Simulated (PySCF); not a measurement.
# C3H10Si (trimethylsilane): the cost of one run

The runs use PySCF 2.14.0, with density-fitted response routines of our own; the level of theory stands in each step. All values are computed, except where a source is named. Atoms count from 0, in the outputs and in this text.

## Step 1: The molecule as given

14 atoms, charge 0, multiplicity 1; geometry from: GFN2-xTB. The atoms were then displaced at random by about 0.01 Å, so the start is not that level's minimum.

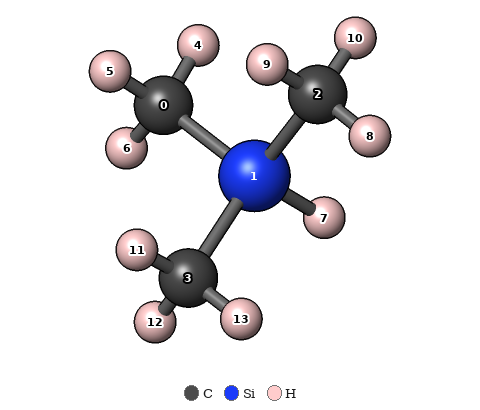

As it starts; carbon dark grey, silicon blue, hydrogen pink, atoms numbered.

## Step 2: Optimising the geometry at PBE0-D3(BJ)/def2-TZVP

The job: settings as JSON, then the geometry in Å.

```
{"job": {"xc": "PBE0", "basis": "def2-TZVP", "d3": "d3bj", "grid": 2, "shake": 0.01, "kind": "geom"}, "charge": 0, "multiplicity": 1}
C      0.199130     1.691710    -0.507460
Si    -0.127270     0.120120     0.484870
C     -1.576590    -0.858850    -0.298010
C      1.488810    -0.938880     0.476190
H     -0.706670     2.343360    -0.529220
H      0.429010     1.504750    -1.547980
H      1.003410     2.296140    -0.089980
H     -0.449500     0.483910     1.872480
H     -1.753530    -1.765880     0.281820
H     -1.342870    -1.137780    -1.307170
H     -2.482980    -0.278810    -0.286380
H      1.751160    -1.219990    -0.522810
H      2.263530    -0.399680     0.914800
H      1.297190    -1.855200     1.051120
```

Launch:

```console
> OMP_NUM_THREADS=2 python probes_run.py task.json out
```

One launch serves the whole session: the jobs run in the order shown.

Q: Estimate the wall time and peak memory of this first job on 2 threads of Intel Xeon at 2.70GHz, shared host.

About 2.3 min, with a peak of 0.97 GiB.
